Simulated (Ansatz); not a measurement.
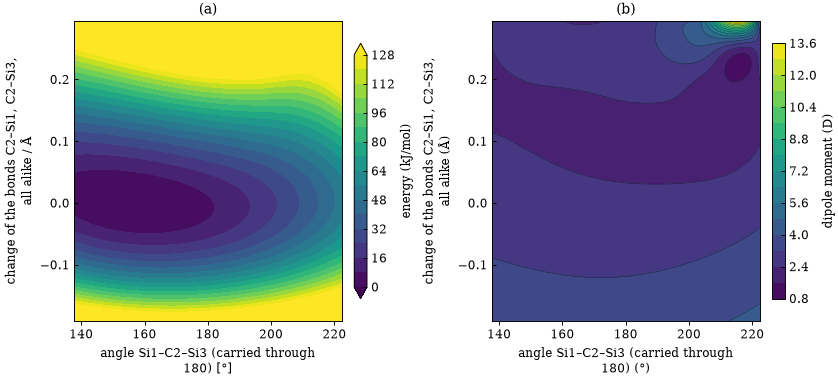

CH₄Si₂, SMILES [SiH]#C[SiH3]. First axis: angle Si1–C2–Si3 (carried through 180). Second axis: change of the bonds C2–Si1, C2–Si3, all alike. Nothing is relaxed (all other coordinates rigid). The scan uses an 11 × 11 grid. Points are written as (first, second). Energies: kJ/mol, counted from the lowest grid point. The restricted reference is unstable at some or all points, so the energies there are unreliable. All numbers below come from RHF-MP2, frozen core/def2-TZVP (Ansatz).

Panel (a) is the energy; panel (b) is the computed dipole moment, in D.

Drawn: filled contours, one colour for all values above the top of the scale. Between grid points the surface is interpolated.

How does the dipole moment vary over the map, and what is it at the lowest grid point?

Answer. Leaving out the highest fifth of the energies, it runs from 1.6 D at (213.8°, 0.198 Å) to 3.9 D at (222.3°, −0.142 Å). At the lowest grid point, (154.6°, 0.003 Å), it is 2.6 D.
